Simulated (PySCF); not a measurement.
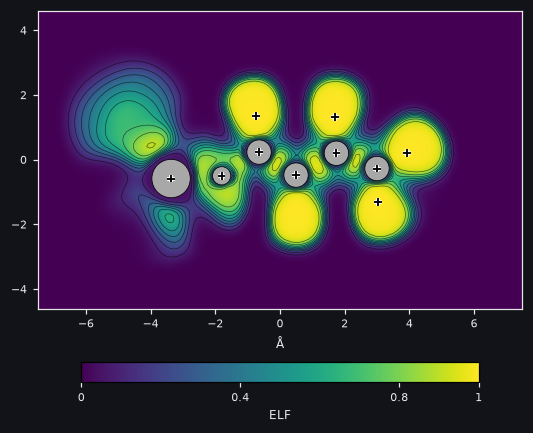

The electron localisation function on a plane through atoms (crosses mark nuclei in the plane; grey discs cover the cores).

Method: PBE0/pcSseg-1, SCF density, gas phase, non-relativistic (PySCF).

Candidates:
A. C₄H₄F₄S (SMILES FCC(=S)CC(F)(F)F)
B. C₆H₈FNO (SMILES O=CNCCC1=C[C@H]1F)
C. C₆H₈O₂Si

Question: Which system is this?

Answer: Candidate C: C₆H₈O₂Si on the plane of atoms C7, C8 and C9, which holds Si, O, C and H. C–O (1.37 Å): the ELF peaks at about 0.90 between the atoms; a shared but strongly polarised pair. Si–O (1.57 Å): the ELF peaks at about 0.85 between the atoms; a short, strongly polar bond.
